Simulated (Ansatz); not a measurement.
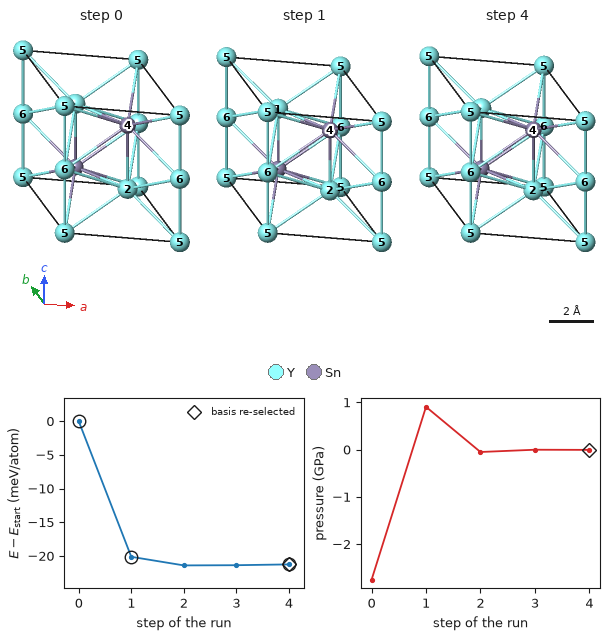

Frames of a relaxation of crystalline Y₂Sn (a generated structure, set up in P6_3/mmc), marked on the history of the run. A ball-and-stick model of the cell of the calculation, seen from a free direction.

Level of theory: DFT, PAW plane waves, r2SCAN (Ansatz 0.2.0). Settings: plane-wave cutoff 500 eV; k-point mesh 4 × 4 × 3; occupations tetrahedron; no spin polarisation; cell and atoms relaxed; at most 40 steps.

**What happens along the run?**

The atoms keep their places relative to the cell (all moves are under 0.005 Å). The volume changes by −5.2 %, with a = b 5.425 → 5.404 Å (−0.4 %), c 6.859 → 6.550 Å (−4.5 %). Some distances before and after: Y–Y 3.430 → 3.275 Å, Sn–Y 3.430 → 3.275 Å, Y–Y 3.571 → 3.523 Å, Sn–Y 3.571 → 3.523 Å. The space group stays P6_3/mmc (No. 194). The energy falls by 21.2 meV per atom in 3 accepted moves (4 points after the start). All forces vanish by symmetry, so only the cell relaxes. The pressure goes from −2.75 to 0.00 GPa. At 1 point the geometry stayed and the basis and grid were re-selected for the new cell (energy shift of 0.1 meV per atom at most each time). Cost: 39 s on 1 thread of AMD EPYC 7R13 Processor (Zen 3) (shared host), peak memory 0.87 GiB. From step 0 to 1: volume −6.6 %, energy −20.1 meV per atom. From step 1 to 4: volume +1.5 %, energy −1.1 meV per atom.

| step | E − E(0), meV/atom | pressure, GPa | volume, Å³/atom | note |
| --- | --- | --- | --- | --- |
| 0 | 0.00 | -2.75 | 29.132 |  |
| 1 | -20.12 | 0.91 | 27.201 |  |
| 2 | -21.40 | -0.05 | 27.627 |  |
| 3 | -21.37 | 0.00 | 27.604 |  |
| 4 | -21.25 | 0.00 | 27.604 | same geometry, new basis |
